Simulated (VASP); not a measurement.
Band structure of Ni (fcc). Computed with rev-vdW-DF2, VASP's PBE PAW potentials (set 64) (plane waves; VASP).

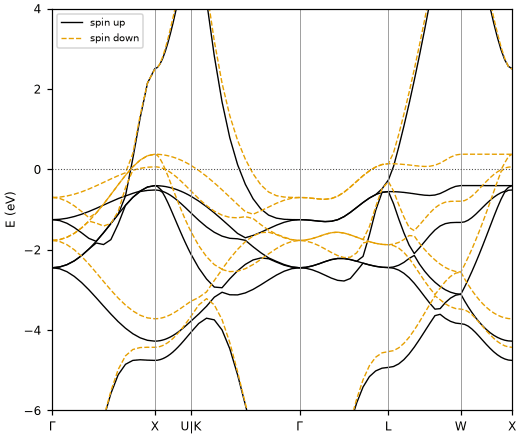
Figure. Bands along high-symmetry lines, zero at the valence-band maximum or, without a gap, the Fermi level

### Question
Read the plot: is there a gap, and where are the band edges?

### Answer
It has no gap at this level: it comes out as a metal or semimetal. (Edges off the drawn lines would not show.)

The compound is Ni in the fcc structure. It was relaxed first.
